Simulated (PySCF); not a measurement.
CH$_{4}$FO, charge −1, SMILES `[F-].CO`.

Method: PBE0/def2-SVPD; geometry: GFN2-xTB; program: PySCF. The pair's geometry is semi-empirical, so its contact may be too short or too long.

Coordinates in Å:

```
F1      -1.7843   -0.1827    0.0001
C2       1.3157   -0.3874    0.0003
O3       0.4974    0.7155   -0.0001
H4       2.3675   -0.0562   -0.0006
H5       1.1688   -1.0286   -0.8888
H6       1.1702   -1.0273    0.8885
H7      -0.5212    0.3572    0.0000
```

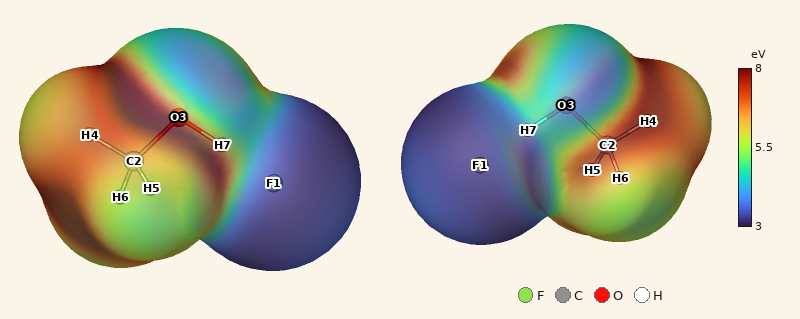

Average local ionisation energy on the surface of electron density 0.001 a.u. (back view left, front view right).

### Where are the most loosely bound electrons on this surface?

The lowest value is 3.2 eV, 1.8 Å from F1, and at like points elsewhere. Further minima include 3.7 eV, 1.9 Å from O3, and at like points elsewhere; 5.0 eV, 1.5 Å from H5. For comparison, the highest occupied orbital lies at −1.9 eV.

The PySCF run took 7.3 s on 1 thread of Arm Neoverse V1 (shared host), peak memory 0.39 GiB.
